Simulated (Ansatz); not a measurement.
The reference is MoS$_{2}$ in the 2H-MoS2 type structure (space group P6_3/mmc, No. 194; a = 3.149 Å, c = 12.091 Å; layered, stacked along the Cartesian z axis).

Perturbation: an isotropic linear strain of +0.86 %; the atoms relax in the strained cell.

Computed with PBE-D3(BJ) (Ansatz, an electronic-structure program; PAW; 420 eV plane waves; spin-orbit coupling left out), earlier PAW set.

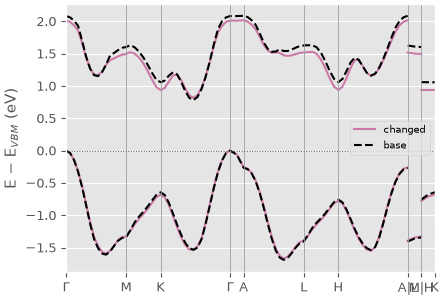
Highest valence and lowest conduction band along the path, each from its own valence-band maximum

**Question.** From the figure, how large is the changed gap, and is it direct?

**Answer.** About 0.82 eV, indirect, Γ → K–Γ (47 % along).

Stability against distortions was not tested.
